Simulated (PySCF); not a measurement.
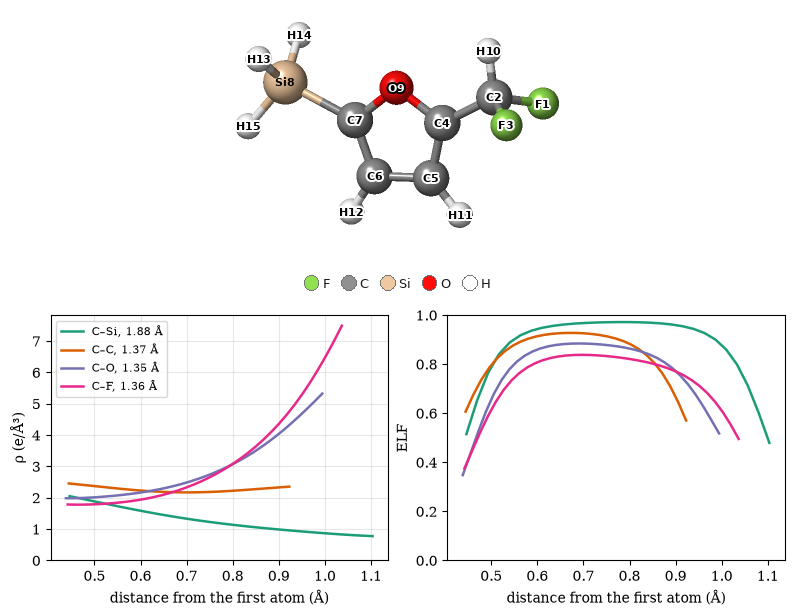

The picture shows: C₅H₆F₂OSi. Electron density and ELF along straight lines between neighbouring atoms. The curves leave out the atomic cores. The structure is drawn too.

Geometry: GFN2-xTB.

These are results of PySCF 2.14.0, PBE0/pcSseg-1, SCF density, gas phase, non-relativistic, not measurements.

```yaml
atoms:
  - { symbol: F, position_ang: [-3.3034, -0.1877, 0.8678] }
  - { symbol: C, position_ang: [-2.4585, 0.7107, 0.2959] }
  - { symbol: F, position_ang: [-3.1134, 1.1756, -0.8011] }
  - { symbol: C, position_ang: [-1.1601, 0.0814, -0.0699] }
  - { symbol: C, position_ang: [-0.8652, -0.9706, -0.8912] }
  - { symbol: C, position_ang: [0.5371, -1.1089, -0.8429] }
  - { symbol: C, position_ang: [1.0075, -0.1371, 0.0010] }
  - { symbol: Si, position_ang: [2.7263, 0.3405, 0.5870] }
  - { symbol: O, position_ang: [-0.0337, 0.5876, 0.4706] }
  - { symbol: H, position_ang: [-2.3260, 1.5495, 0.9959] }
  - { symbol: H, position_ang: [-1.5656, -1.5579, -1.4488] }
  - { symbol: H, position_ang: [1.1282, -1.8337, -1.3640] }
  - { symbol: H, position_ang: [2.9837, 1.7265, 0.1953] }
  - { symbol: H, position_ang: [2.7764, 0.2080, 2.0432] }
  - { symbol: H, position_ang: [3.6622, -0.5761, -0.0607] }
```

Compare the contacts.

C–Si (1.88 Å): ρ at the midpoint is about 0.94 e/Å³; the ELF peaks at about 1 between the atoms; a covalent bond.
C–C (1.37 Å): ρ at the midpoint is about 2.2 e/Å³; the ELF peaks at about 0.95 between the atoms; localised, covalent bonding.
C–O (1.35 Å): the density is about 2.4 e/Å³ at the midpoint; the ELF peaks at about 0.90 between the atoms; a shared but strongly polarised pair.
C–F (1.36 Å): ρ is about 2.2 e/Å³ halfway, with its minimum of 1.8 e/Å³ about 0.5 Å from C; the ELF peaks at about 0.85 between the atoms: a shared but strongly polarised pair.
